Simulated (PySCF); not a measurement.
```yaml
atoms:
  - { symbol: Al, position_ang: [-2.0232, 1.4525, 2.2511] }
  - { symbol: N, position_ang: [0.2762, -0.5079, 2.2240] }
  - { symbol: O, position_ang: [1.4174, -0.4509, 2.5065] }
  - { symbol: O, position_ang: [-0.3838, 0.7688, 2.3399] }
```

Geometry: PBE-D3(BJ)/def2-SVP.

All numbers below come from PySCF, Gaussian-basis quantum chemistry of an isolated molecule with PySCF, energy and nuclear gradient, functional PBE0.

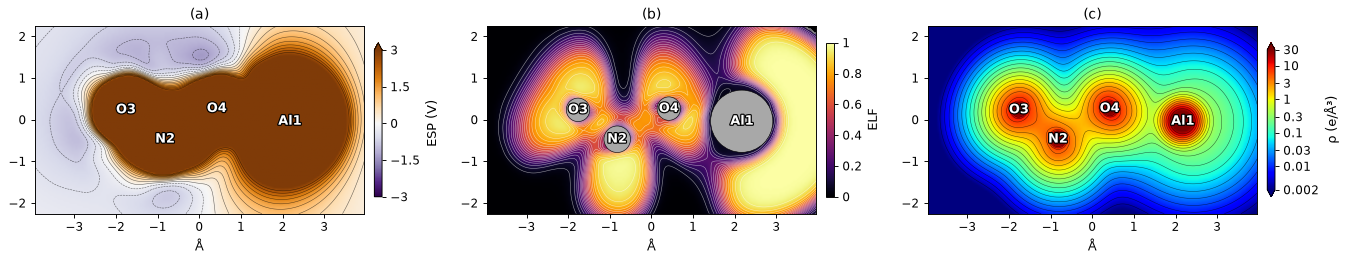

AlNO$_{2}$ (SMILES O=N[O][Al]). (a) molecular electrostatic potential; (b) electron localisation function; (c) electron density on the molecular plane. Grey discs cover the atomic cores in the ELF map.

**Describe what can be read from this map.**

The plane passes through Al, N and O nuclei.
N–O (1.18 Å): ρ at the midpoint is about 4 e/Å³; the ELF peaks at about 0.85 between the atoms: a multiple bond.
Al–O (1.78 Å): ρ at the midpoint is about 0.71 e/Å³; the ELF peaks at about 0.85 in the valence shell of O, 0.6 Å from its nucleus, and is about 0.40 at the midpoint.
The ELF also peaks beside N2, O3 and O4, away from the bonds: lone-pair regions.
Outside the dense part of the molecule the potential is most negative (−1.4 V) near O4.
